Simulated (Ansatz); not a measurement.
**CH4FISi: rigid scan of one bond length in Python**

How does the energy of CH4FISi change as one bond is stretched? A script is to give a rigid scan of one bond length; the system is CH4FISi. SMILES: FC([SiH3])I.

All numbers are computed with Ansatz 0.2.0, driven from Python. Level of theory: Hartree-Fock/def2-SVP.

## Step 1: The system

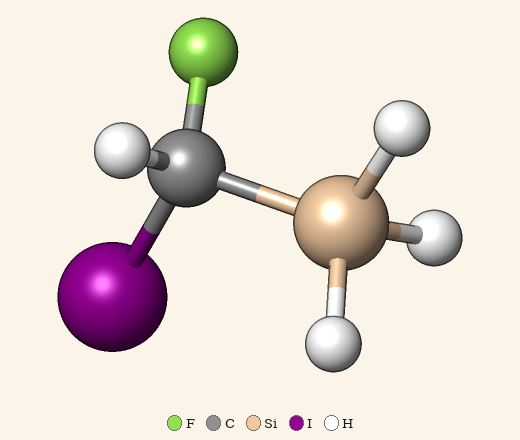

The structure that the script starts from, seen from a chosen angle (fluorine green, carbon grey, silicon light orange, iodine purple, hydrogen white).

No structure file is read: the coordinates are typed or built in the script.

## Step 2: The code

Contents of scan.py:

```python
"""Potential curve of CH4FISi along one bond."""

import warnings

import ansatz as az
import matplotlib.pyplot as plt
import numpy as np

warnings.simplefilter("ignore", az.DeckWarning)

geometry_ang = [
    ("F", (0.14, -0.5131, -1.8444)),
    ("C", (-0.2541, 0.3636, -0.8338)),
    ("Si", (0.3787, -0.2956, 0.7407)),
    ("I", (-2.2817, 0.4521, -0.7347)),
    ("H", (0.1727, 1.3422, -1.0796)),
    ("H", (0.0766, 0.6126, 1.8972)),
    ("H", (1.9244, -0.3792, 0.7258)),
    ("H", (-0.0645, -1.6397, 1.0731)),
]
geometry = az.Crystal.molecule()
for symbol, xyz in geometry_ang:
    geometry = geometry.atom(symbol, xyz)

symbols = [site.symbol for site in geometry.cartesian_sites]
start = np.array([site.position_ang for site in geometry.cartesian_sites])
axis = (start[5] - start[2]) / np.linalg.norm(start[5] - start[2])
moving = [5]
lengths, energies = [1.321, 1.381, 1.441, 1.501, 1.561, 1.621, 1.681, 1.771], []
for length in lengths:
    xyz = start.copy()
    xyz[moving] += (length - np.linalg.norm(start[5] - start[2])) * axis
    point = az.Crystal.molecule()
    for symbol, place in zip(symbols, xyz):
        point = point.atom(symbol, place.tolist())
    calculation = (
        point.calculation()
        .basis(gaussian="def2-SVP")
        .functional("hf")
    )
    report = calculation.run(threads=1).report
    energies.append(report["free_energy_ev"])
    print(f"r = {length:6.3f} A  E = {energies[-1]:.5f} eV  <S^2> = {abs(report['mean_field']['state']['spin_squared']):.3f}")

# quartic fit about the minimum
fit = np.polynomial.Polynomial.fit(lengths, np.array(energies) - min(energies), 4).convert()
roots = [r.real for r in fit.deriv().roots() if abs(r.imag) < 1e-9 and fit.deriv(2)(r.real) > 0]
r_e = min(roots, key=lambda r: abs(r - lengths[int(np.argmin(energies))]))
print(f"minimum of the fit at {r_e:.4f} A, force constant {fit.deriv(2)(r_e):.2f} eV/A^2")
plt.figure(figsize=(4.5, 3))
plt.plot(lengths, np.array(energies) - min(energies), "o-")
plt.xlabel("bond length (A)")
plt.ylabel("E - E(min) (eV)")
plt.tight_layout()
plt.savefig("scan.png", dpi=100)
```

## Step 3: What the engine is handed

The engine receives this input (first run):

```yaml
crystal:
  periodic: [false, false, false]
  atoms:
    - { symbol: F, position_ang: [0.14, -0.5131, -1.8444] }
    - { symbol: C, position_ang: [-0.2541, 0.3636, -0.8338] }
    - { symbol: Si, position_ang: [0.3787, -0.2956, 0.7407] }
    - { symbol: I, position_ang: [-2.2817, 0.4521, -0.7347] }
    - { symbol: H, position_ang: [0.1727, 1.3422, -1.0796] }
    - { symbol: H, position_ang: [0.11286223486184113, 0.5035852310442763, 1.7583808188754741] }
    - { symbol: H, position_ang: [1.9244, -0.3792, 0.7258] }
    - { symbol: H, position_ang: [-0.0645, -1.6397, 1.0731] }
basis:
  gaussian:
    orbitals: def2-SVP
hamiltonian:
  xc: hf
```

## Step 4: The run

Command:

```
$ python scan.py
```

Output:

```text
r =  1.321 A  E = -19727.17297 eV  <S^2> = 0.000
r =  1.381 A  E = -19727.37729 eV  <S^2> = 0.000
r =  1.441 A  E = -19727.47355 eV  <S^2> = 0.000
r =  1.501 A  E = -19727.48544 eV  <S^2> = 0.000
r =  1.561 A  E = -19727.43198 eV  <S^2> = 0.000
r =  1.621 A  E = -19727.32834 eV  <S^2> = 0.000
r =  1.681 A  E = -19727.18651 eV  <S^2> = 0.000
r =  1.771 A  E = -19726.92228 eV  <S^2> = 0.000
minimum of the fit at 1.4801 A, force constant 19.90 eV/A^2
```

Wall time 13 s (1 thread of AMD EPYC 7R43 (Zen 3), shared host); peak memory 0.29 GiB.

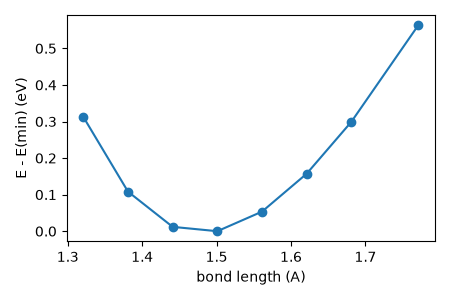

scan.png, as the script drew it.

## Step 5: What changed from run to run

The engine's inputs for some of the other runs:

Run 2, against run 1:

```diff
@@ -9 +9 @@
-    - { symbol: H, position_ang: [0.11286223486184113, 0.5035852310442763, 1.7583808188754741] }
+    - { symbol: H, position_ang: [0.1007878473461034, 0.5398843331356137, 1.8046040203384026] }
```

Run 4, against run 1:

```diff
@@ -9 +9 @@
-    - { symbol: H, position_ang: [0.11286223486184113, 0.5035852310442763, 1.7583808188754741] }
+    - { symbol: H, position_ang: [0.07663907231462798, 0.6124825373182883, 1.8970504232642593] }
```

Run 6, against run 1:

```diff
@@ -9 +9 @@
-    - { symbol: H, position_ang: [0.11286223486184113, 0.5035852310442763, 1.7583808188754741] }
+    - { symbol: H, position_ang: [0.05249029728315251, 0.685080741500963, 1.9894968261901163] }
```

## Step 6: The engine's runs

One row for each of the 8 runs:

```tsv
run	distance (Å)	energy from run 4 (eV)	SCF cycles	CPU time (s)
1	1.32	0.3125	12	1.3
2	1.38	0.1082	12	1.3
3	1.44	0.0119	12	1.4
4	1.50	0.0000	12	1.4
5	1.56	0.0535	12	1.4
6	1.62	0.1571	12	1.4
7	1.68	0.2989	12	1.4
8	1.77	0.5632	12	1.4
```

## Step 7: What came out

| quantity | value |
| --- | --- |
| bond length at the fit's minimum | 1.4801 Å |
| runs compared | 8 |
| range of energy | 0.563 eV |
| lowest point, distance (Å) | 1.50 |

**Reading.** The lowest point, at 1.50, lies inside the range. The ends stand 0.312 and 0.563 eV above it. The distance scanned is the script's pair 2, 5. The rest of the molecule is held rigid at a force-field or estimated start geometry, and the basis set is modest; single-reference methods fail as a bond breaks. def2 sets replace the cores of elements past krypton by effective core potentials. The orbitals are restricted, so S² is zero by construction.
